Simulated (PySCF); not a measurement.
SMILES C[CH]([Zn][S]C)C at its GFN2-xTB optimised geometry (Å):

```
16

Zn    -0.8678    -0.6001     0.0000
C     -2.1398     1.0290     0.0000
C     -1.9237     1.7391    -1.3266
C     -1.6480     1.8760     1.1626
H     -3.1965     0.7973     0.1287
H     -2.4224     2.7112    -1.3134
H     -0.8626     1.9166    -1.5088
H     -2.3307     1.1650    -2.1573
H     -1.8684     1.4054     2.1198
H     -2.1378     2.8525     1.1476
H     -0.5719     2.0468     1.0958
S      1.4675    -0.6001     0.0000
C      2.1139    -2.3026     0.0563
H      1.7815    -2.7973     0.9638
H      3.1965    -2.2141     0.0607
H      1.7929    -2.8525    -0.8231
```

Method: PBE0/def2-TZVP in PySCF.

Map of the electron localisation function on the plane z = 0.6 Å:

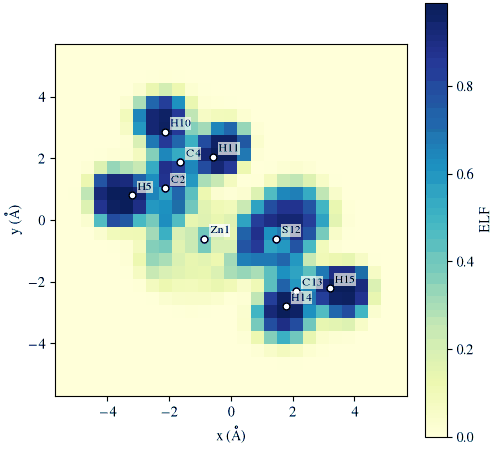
Fig. 1. Electron localisation function on the plane z = 0.6 Å.
